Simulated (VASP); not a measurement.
# AlIn with PBE + D3(BJ): from relaxation to properties

What structure does AlIn take at this level, and what are its properties? The steps: full relaxation (PBE + D3(BJ)), second relaxation, density, ELF and potential (PBE + D3(BJ)), bands along the symmetry lines (PBE + D3(BJ)), density of states (PBE + D3(BJ)), bands along the symmetry lines (PBE + D3(BJ) + SOC) and total energy, forces and stress (PBE + D3(BJ)), changed input. The cell is invented: it takes the structure of COD entry 9012002, Al (space group 225 there), with some of its atoms replaced by other elements, volume scaled by an estimate. It may not be a known or stable phase. Left out of this account: 1 further run (elastic: elastic constants of a metal on too coarse a mesh).

Program: VASP 6.6.1. Level of theory: PBE with D3(BJ); plane waves and PAW (In_d, Al), in the first sound run; inputs show where later runs differ. Results are calculated unless marked as measured.

### Step 1. The starting structure

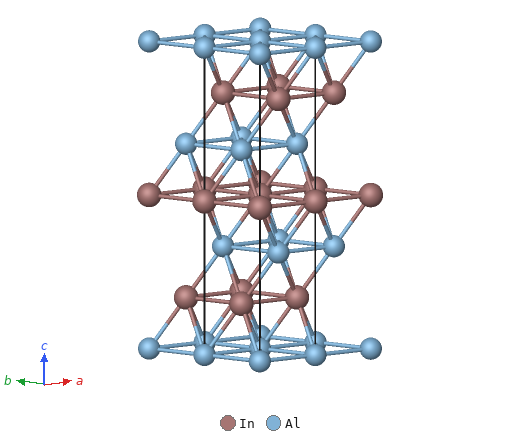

The starting structure, seen from a free direction (indium brown, aluminium light blue). 2×2×1 cells are drawn. This picture shows the conventional cell, with its axes. Some periodic images of atoms are drawn too.

As a file:

```xyz
2
Lattice="1.5386 0.8883 5.0251 -1.5386 0.8883 5.0251 0.0000 -1.7766 5.0251" Properties=species:S:1:pos:R:3 pbc="T T T"
In    0.0000    0.0000    7.5376
Al    0.0000    0.0000    0.0000
```

### Step 2. Full relaxation (PBE + D3(BJ))

The start need not lie at this functional's minimum. ISIF = 3 frees volume, shape and positions, and EDIFFG sets the threshold on forces and stress at which the search stops. PBE, the usual starting point, adds the gradient of the density. A dispersion term adds the long-range attraction that semilocal functionals lack. D3 with Becke-Johnson damping keeps a finite attraction at short range.

Input file INCAR:

```
SYSTEM = AlIn
PREC = Accurate
ENCUT = 400
EDIFF = 1E-06
NELM = 100
ISMEAR = 1
SIGMA = 0.2
LREAL = .FALSE.
ALGO = Normal
GGA = PE
IVDW = 12
NBANDS = 14
LORBIT = 11
LWAVE = .FALSE.
LCHARG = .FALSE.
IBRION = 2
NSW = 60
ISIF = 3
EDIFFG = -0.01
```

Input file POSCAR:

```
AlIn
1.0
    1.5386140000      0.8883190000      5.0250910000
   -1.5386140000      0.8883190000      5.0250910000
    0.0000000000     -1.7766380000      5.0250910000
In Al
1 1
Direct
    0.5000000000      0.5000000000      0.5000000000
    0.0000000000      0.0000000000      0.0000000000
```

Input file KPOINTS:

```
Automatic mesh
0
Gamma
7 7 7
0 0 0
```

PAW data sets: In_d and Al (PBE family, release 64).

On the command line:

```sh
> mpirun -np 1 vasp_std
```

The program printed:

```text
[banner, memory and clock lines left out]
running    1 mpi-ranks, on    1 nodes
 distrk:  each k-point on    1 cores,    1 groups
 distr:  one band on    1 cores,    1 groups

 POSCAR found type information on POSCAR InAl
 POSCAR found :  2 types and       2 ions
 LDA part: xc-table for (Slater+PW92), standard interpolation
 POSCAR, INCAR and KPOINTS ok, starting setup
 FFT: planning ... GRIDC
 FFT: planning ... GRID_SOFT
 FFT: planning ... GRID
 WAVECAR not read
 entering main loop
       N       E                     dE             d eps       ncg     rms          rms(c)
DAV:   1     0.786332362344E+02    0.78633E+02   -0.63490E+03  1254   0.110E+03
DAV:   2    -0.218549463681E+01   -0.80819E+02   -0.77310E+02  1304   0.261E+02
DAV:   3    -0.590736664632E+01   -0.37219E+01   -0.36905E+01  1598   0.578E+01
DAV:   4    -0.599961069516E+01   -0.92244E-01   -0.92211E-01  1572   0.903E+00
DAV:   5    -0.600368171052E+01   -0.40710E-02   -0.40710E-02  1778   0.162E+00    0.384E+00
DAV:   6    -0.593029435281E+01    0.73387E-01   -0.12500E-01  1604   0.663E+00    0.200E+00
DAV:   7    -0.591503259506E+01    0.15262E-01   -0.23540E-02  1706   0.237E+00    0.408E-01
DAV:   8    -0.591316520366E+01    0.18674E-02   -0.13335E-03  1526   0.411E-01    0.152E-01
DAV:   9    -0.591292859764E+01    0.23661E-03   -0.21884E-04  1388   0.146E-01    0.387E-02
DAV:  10    -0.591292838151E+01    0.21614E-06   -0.10955E-05  1664   0.267E-02    0.140E-02
DAV:  11    -0.591292844364E+01   -0.62128E-07   -0.96623E-07   924   0.154E-02
   1 F= -.66043424E+01 E0= -.66036108E+01  d E =-.660434E+01
 curvature:   0.00 expect dE= 0.000E+00 dE for cont linesearch  0.000E+00
 trial: gam= 0.00000 g(F)=  0.786E-58 g(S)=  0.210E-01 ort = 0.000E+00 (trialstep = 0.100E+01)
 search vector abs. value=  0.210E-01
 bond charge predicted
       N       E                     dE             d eps       ncg     rms          rms(c)
DAV:   1    -0.610208866310E+01   -0.18916E+00   -0.41548E+00  1676   0.375E+01    0.234E+00
DAV:   2    -0.597142685593E+01    0.13066E+00   -0.26367E-01  1562   0.989E+00    0.941E-01
DAV:   3    -0.594669060339E+01    0.24736E-01   -0.63939E-02  1690   0.480E+00    0.326E-01
DAV:   4    -0.594583953821E+01    0.85107E-03   -0.25572E-03  1388   0.522E-01    0.196E-01
DAV:   5    -0.594549018734E+01    0.34935E-03   -0.39754E-04  1744   0.275E-01    0.629E-02
DAV:   6    -0.594547665472E+01    0.13533E-04   -0.83273E-05  1730   0.109E-01    0.220E-02
DAV:   7    -0.594547676429E+01   -0.10957E-06   -0.26540E-06  1292   0.209E-02
   2 F= -.66155920E+01 E0= -.66150264E+01  d E =-.112497E-01
[... from here on, the cycles between the ionic steps are left out ...]
   3 F= -.66156898E+01 E0= -.66151092E+01  d E =-.113475E-01
   4 F= -.66167808E+01 E0= -.66159160E+01  d E =-.109100E-02
   5 F= -.66169313E+01 E0= -.66158514E+01  d E =-.124148E-02
   6 F= -.66169342E+01 E0= -.66158391E+01  d E =-.124435E-02
   7 F= -.66169369E+01 E0= -.66158129E+01  d E =-.124703E-02
   8 F= -.66169324E+01 E0= -.66157532E+01  d E =-.124253E-02
   9 F= -.66169369E+01 E0= -.66157923E+01  d E =-.124706E-02
 curvature:  -0.33 expect dE=-0.126E-04 dE for cont linesearch -0.714E-07
 ZBRENT: accuracy reached
 trial: gam= 0.07865 g(F)=  0.140E-57 g(S)=  0.386E-04 ort =-0.199E-04 (trialstep = 0.116E+01)
 search vector abs. value=  0.467E-04
 bond charge predicted
       N       E                     dE             d eps       ncg     rms          rms(c)
DAV:   1    -0.594537817413E+01   -0.14208E-02   -0.10481E-02  1670   0.171E+00    0.120E-01
DAV:   2    -0.594505435235E+01    0.32382E-03   -0.64572E-04  1568   0.492E-01    0.484E-02
DAV:   3    -0.594498683244E+01    0.67520E-04   -0.14693E-04  1664   0.234E-01    0.183E-02
DAV:   4    -0.594498205705E+01    0.47754E-05   -0.84758E-06  1536   0.318E-02    0.976E-03
DAV:   5    -0.594498051597E+01    0.15411E-05   -0.62790E-07   778   0.150E-02    0.200E-03
DAV:   6    -0.594498026619E+01    0.24977E-06   -0.45930E-07   664   0.797E-03
  10 F= -.66169620E+01 E0= -.66157712E+01  d E =-.250401E-04
 trial-energy change:   -0.000025  1 .order   -0.000029   -0.000043   -0.000014
 step:   1.7328(harm=  1.7328)  dis= 0.00000  next Energy=    -6.616969 (dE=-0.321E-04)
 reached required accuracy - stopping structural energy minimisation
```

Run time: 60 s. Hardware: 1 MPI rank of Intel Xeon 6975P-C (Granite Rapids), shared host; peak memory 0.22 GiB.

Lines that name or quote the potential files are left out of all logs, and their timing lines are given in words.

From OUTCAR (step 2):

```text
ion  position               nearest neighbor table
   1  0.500  0.500  0.500-   2 3.08   2 3.08   2 3.08   2 3.08   2 3.08   2 3.08
   2  0.000  0.000  0.000-   1 3.08   1 3.08   1 3.08   1 3.08   1 3.08   1 3.08

  LATTYP: Found a trigonal (rhomboedric) cell.
 ALAT       =     5.3299139998
 COS(alpha) =     0.8333332556

 Subroutine GETGRP returns: Found 12 space group operations
 (whereof 12 operations were pure point group operations)

The static configuration has the point symmetry D_3d.

 Found     44 irreducible k-points:

   k-points           NKPTS =     44   k-points in BZ     NKDIM =     44   number of bands    NBANDS=     14

   dimension x,y,z NGX =    36 NGY =   36 NGZ =   36
   dimension x,y,z NGXF=    72 NGYF=   72 NGZF=   72

   ENCUT  =  400.0 eV  29.40 Ry    5.42 a.u.   8.69  8.69  8.69*2*pi/ulx,y,z

   NELECT =      16.0000    total number of electrons

 k-points in reciprocal lattice and weights: Automatic mesh
   0.00000000  0.00000000  0.00000000       0.003
   0.14285714 -0.00000000 -0.00000000       0.017
   0.28571429  0.00000000  0.00000000       0.017
   0.42857143 -0.00000000 -0.00000000       0.017
   0.14285714  0.14285714 -0.00000000       0.017
   0.28571429  0.14285714 -0.00000000       0.035
   0.42857143  0.14285714 -0.00000000       0.035
  -0.42857143  0.14285714  0.00000000       0.035
  -0.28571429  0.14285714  0.00000000       0.035
[...]
0.42857143  0.42857143  0.42857143       0.006
  -0.42857143  0.42857143  0.42857143       0.017

 Edisp (eV)   -0.67298

 average (electrostatic) potential at core
       1 -93.4923       2 -73.0520

 E-fermi :   7.8571

 k-point     1 :       0.0000    0.0000    0.0000
  band No.  band energies     occupation
    ...
      4      -6.5583      2.00000
      5      -6.5583      2.00000
      6      -2.4648      2.00000
      7       4.0363      2.00000
      8       4.0894      2.00000
      9      16.6590      0.00000
     10      16.6590      0.00000
     11      18.7158      0.00000
     12      18.7158      0.00000
     13      19.3133      0.00000
    ...

 k-point     2 :       0.1429   -0.0000   -0.0000
  band No.  band energies     occupation
    ...
      4      -6.6231      2.00000
      5      -6.5712      2.00000
      6      -2.0165      2.00000
      7       3.8989      2.00000
      8       5.1044      2.00000
      9      13.1794      0.00000
     10      15.4106      0.00000
     11      15.9978      0.00000
     12      17.1175      0.00000
     13      17.5339      0.00000
    ...

 k-point     3 :       0.2857    0.0000    0.0000
  band No.  band energies     occupation
    ...
      4      -6.6025      2.00000
      5      -6.5768      2.00000
      6      -0.6497      2.00000
      7       4.6001      2.00000
      8       6.9614      2.00000
      9       8.8115     -0.00000
     10      11.9765      0.00000
     11      14.1811      0.00000
     12      15.3510      0.00000
     13      15.6562      0.00000
    ...

 Edisp (eV)   -0.67198

  Total       0.00791     0.00791    -0.00270     0.00000     0.00000    -0.00000
  in kB       0.29911     0.29911    -0.10220     0.00000     0.00000    -0.00000
  external pressure =        0.17 kB  Pullay stress =        0.00 kB

  energy-cutoff  :      400.00
  volume of cell :       42.36
      direct lattice vectors                 reciprocal lattice vectors
     1.570011792  0.906446511  4.961048188     0.318468946  0.183868176  0.067190102
    -1.570011792  0.906446511  4.961048188    -0.318468946  0.183868176  0.067190102
    -0.000000000 -1.812893022  4.961048188     0.000000000 -0.367736352  0.067190102

 POSITION                                       TOTAL-FORCE (eV/Angst)
 -----------------------------------------------------------------------------------
     -0.00000      0.00000      7.44157         0.000000      0.000000     -0.000000
     -1.57001     -0.90645      9.92210        -0.000000     -0.000000      0.000000
 -----------------------------------------------------------------------------------
    total drift:                                0.000000     -0.000000      0.000000

  FREE ENERGIE OF THE ION-ELECTRON SYSTEM (eV)
  ---------------------------------------------------
  free  energy   TOTEN  =        -6.6169619515 eV

  energy  without entropy=       -6.6133896532  energy(sigma->0) =       -6.61577119

 reached required accuracy - stopping structural energy minimisation

 total charge
# of ion       s       p       d       tot
------------------------------------------
    1        0.955   0.630   9.868  11.453
    2        0.479   0.259   0.000   0.737
--------------------------------------------------
tot          1.434   0.889   9.868  12.191

[... 3 further parts left out ...]
```

The k-mesh is coarse for a metal. Dispersion corrections of this kind ignore metallic screening and tend to overbind metals. The run keeps the 12 symmetry operations of its start, so it cannot find a distortion of lower symmetry.

Step by step:

```csv
step,energy less that of the first step (eV),largest force (eV/Å),pressure (GPa),volume (Å³)
1,0.0000,0.0000,1.64,41.21
2,-0.0113,0.0000,-0.16,42.47
3,-0.0113,0.0000,-0.37,42.63
4,-0.0124,0.0000,-0.12,42.43
5,-0.0126,0.0000,0.07,42.33
6,-0.0126,0.0000,0.05,42.32
7,-0.0126,0.0000,0.07,42.31
8,-0.0126,0.0000,0.12,42.28
9,-0.0126,0.0000,0.08,42.30
10,-0.0126,0.0000,0.02,42.36
```

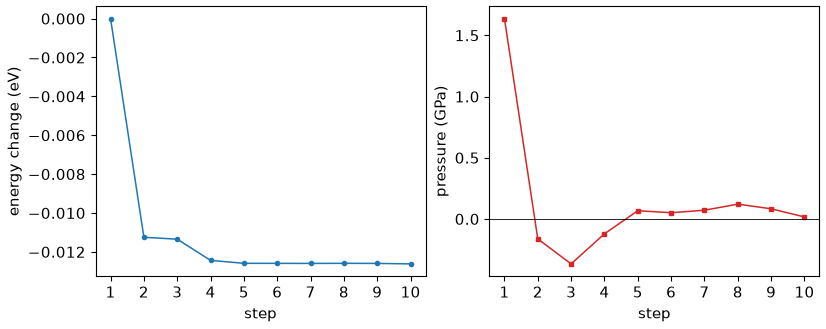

Energy and pressure along the relaxation.

| conventional cell, symmetrised | before | after | change |
| --- | --- | --- | --- |
| a (Å) | 3.077 | 3.140 | +2.0 % |
| b (Å) | 3.077 | 3.140 | +2.0 % |
| c (Å) | 15.075 | 14.883 | -1.3 % |
| volume (Å³/atom) | 20.60 | 21.18 | +2.8 % |

Final coordinates:

```cif
data_structure
_symmetry_space_group_name_H-M 'P 1'
_symmetry_Int_Tables_number 1
_cell_length_a 5.2819
_cell_length_b 5.2819
_cell_length_c 5.2819
_cell_angle_alpha 34.584
_cell_angle_beta 34.584
_cell_angle_gamma 34.584
_cell_volume 42.36
loop_
_atom_site_label
_atom_site_type_symbol
_atom_site_fract_x
_atom_site_fract_y
_atom_site_fract_z
_atom_site_occupancy
In1 In 0.50000 0.50000 0.50000 1
Al2 Al 0.00000 0.00000 0.00000 1
```

Numbers from this step:

- electrons: 16
- bands: 14
- irreducible k-points: 44
- symmetry operations: 12
- free energy (TOTEN): -6.617 eV
- energy at zero smearing: -6.616 eV
- Fermi energy: 7.857 eV
- pressure: 0.01653 GPa
- metallic: yes
- SCF cycles over all ionic steps: 59

It ends with forces that vanish by symmetry and a pressure of 0.02 GPa.

### Step 3. Second relaxation

A relaxation keeps the plane waves of the cell it began with, so it is repeated from the new cell, on a basis made for it.

INCAR is that of step 2.

Input file POSCAR:

```
AlIn
1.0
    1.5700117919      0.9064465109      4.9610481881
   -1.5700117919      0.9064465109      4.9610481881
    0.0000000000     -1.8128930218      4.9610481881
In Al
1 1
Direct
    0.5000000000      0.5000000000      0.5000000000
    0.0000000000      0.0000000000      0.0000000000
```

KPOINTS is that of step 2.

On the command line:

```sh
> mpirun -np 1 vasp_std
```

The program printed:

```text
[... set-up lines as in an earlier step ...]
 entering main loop
       N       E                     dE             d eps       ncg     rms          rms(c)
DAV:   1     0.815767343957E+02    0.81577E+02   -0.63701E+03  1256   0.110E+03
DAV:   2    -0.198249970411E+01   -0.83559E+02   -0.79921E+02  1316   0.265E+02
DAV:   3    -0.592570851546E+01   -0.39432E+01   -0.39185E+01  1676   0.598E+01
DAV:   4    -0.602172199273E+01   -0.96013E-01   -0.95992E-01  1504   0.934E+00
DAV:   5    -0.602636981458E+01   -0.46478E-02   -0.46478E-02  1786   0.177E+00    0.363E+00
DAV:   6    -0.596179700481E+01    0.64573E-01   -0.10208E-01  1544   0.616E+00    0.189E+00
DAV:   7    -0.594745999200E+01    0.14337E-01   -0.24074E-02  1732   0.244E+00    0.359E-01
DAV:   8    -0.594591644840E+01    0.15435E-02   -0.14827E-03  1532   0.500E-01    0.148E-01
DAV:   9    -0.594572194410E+01    0.19450E-03   -0.20622E-04  1334   0.134E-01    0.369E-02
DAV:  10    -0.594572234716E+01   -0.40306E-06   -0.12376E-05  1708   0.310E-02    0.146E-02
DAV:  11    -0.594572247066E+01   -0.12350E-06   -0.95114E-07   938   0.134E-02
   1 F= -.66177042E+01 E0= -.66165133E+01  d E =-.661770E+01
 curvature:   0.00 expect dE= 0.000E+00 dE for cont linesearch  0.000E+00
 trial: gam= 0.00000 g(F)=  0.156E-57 g(S)=  0.180E-04 ort = 0.000E+00 (trialstep = 0.100E+01)
 search vector abs. value=  0.180E-04
 reached required accuracy - stopping structural energy minimisation
```

Wall time 11 s (1 MPI rank); peak memory 0.21 GiB.

From OUTCAR (step 3):

```text
  LATTYP: Found a trigonal (rhomboedric) cell.
 ALAT       =     5.2819107744
 COS(alpha) =     0.8232930206

The static configuration has the point symmetry D_3d.

 Found     44 irreducible k-points:

   ENCUT  =  400.0 eV  29.40 Ry    5.42 a.u.   8.61  8.61  8.61*2*pi/ulx,y,z

   NELECT =      16.0000    total number of electrons

 E-fermi :   7.8571

 k-point     1 :       0.0000    0.0000    0.0000
  band No.  band energies     occupation
    ...
      4      -6.5586      2.00000
      5      -6.5586      2.00000
      6      -2.4648      2.00000
      7       4.0362      2.00000
      8       4.0893      2.00000
      9      16.6590      0.00000
     10      16.6590      0.00000
     11      18.7136      0.00000
     12      18.7136      0.00000
     13      19.3133      0.00000
    ...

 k-point     2 :       0.1429   -0.0000    0.0000
  band No.  band energies     occupation
    ...
      4      -6.6233      2.00000
      5      -6.5714      2.00000
      6      -2.0164      2.00000
      7       3.8989      2.00000
      8       5.1044      2.00000
      9      13.1794      0.00000
     10      15.4106      0.00000
     11      15.9978      0.00000
     12      17.1167      0.00000
     13      17.5338      0.00000
    ...

 Edisp (eV)   -0.67198

  Total       0.01920     0.01920    -0.00276     0.00000     0.00000    -0.00000
  in kB       0.72599     0.72599    -0.10456     0.00000     0.00000    -0.00000
  external pressure =        0.45 kB  Pullay stress =        0.00 kB

  energy-cutoff  :      400.00
  volume of cell :       42.36
      direct lattice vectors                 reciprocal lattice vectors
     1.570011792  0.906446511  4.961048188     0.318468946  0.183868176  0.067190102
    -1.570011792  0.906446511  4.961048188    -0.318468946  0.183868176  0.067190102
     0.000000000 -1.812893022  4.961048188     0.000000000 -0.367736352  0.067190102

 POSITION                                       TOTAL-FORCE (eV/Angst)
 -----------------------------------------------------------------------------------
      0.00000      0.00000      7.44157         0.000000      0.000000     -0.000000
      0.00000      0.00000      0.00000        -0.000000     -0.000000      0.000000
 -----------------------------------------------------------------------------------
    total drift:                                0.000000     -0.000000      0.000000

  FREE ENERGIE OF THE ION-ELECTRON SYSTEM (eV)
  ---------------------------------------------------
  free  energy   TOTEN  =        -6.6177041559 eV

  energy  without entropy=       -6.6141316721  energy(sigma->0) =       -6.61651333

 total charge
# of ion       s       p       d       tot
------------------------------------------
    1        0.955   0.630   9.868  11.453
    2        0.479   0.259   0.000   0.737
--------------------------------------------------
tot          1.434   0.888   9.868  12.191

[... 4 parts as in an earlier step ...]

[... 7 further parts left out ...]
```

CONTCAR:

```
AlIn
   1.00000000000000
     1.5700117919000001    0.9064465108999999    4.9610481881000004
    -1.5700117919000001    0.9064465108999999    4.9610481881000004
     0.0000000000000000   -1.8128930217999999    4.9610481881000004
  In              Al
     1     1
Direct
     0.5000000000000000    0.5000000000000000    0.5000000000000000
     0.0000000000000000    0.0000000000000000    0.0000000000000000
```

Little changed from the start: no atom moved by 0.005 Å and no cell edge by 0.1 %.

Numbers from this step:

```
free energy (TOTEN)             : -6.618 eV
energy at zero smearing         : -6.617 eV
pressure                        : 0.04491 GPa
SCF cycles over all ionic steps : 11
```

It ends with forces that vanish by symmetry and a pressure of 0.04 GPa. The volume moved by under 0.01 %: the run met its threshold at the first step.

(Part 1 of 3 ends here.)

[Lines on the potential files, build, host, timing and source positions are cut from VASP's logs without a mark.]

[Logs are printed without paths, hosts, clocks, repeated set-up lines and the standing remarks that a program may print on its own settings, such as how far it seeks lower states.]

[Hosts, paths, dates, database ids (printed as entryN), source tags and the programs' standing remarks are cut or masked in the printed files.]

[A measured line is paired with the nearest computed mode of its activity, which favours agreement.]

[In band tables of VASP the shares of atoms and orbitals are scaled to a sum of 1 inside the atoms' spheres.]
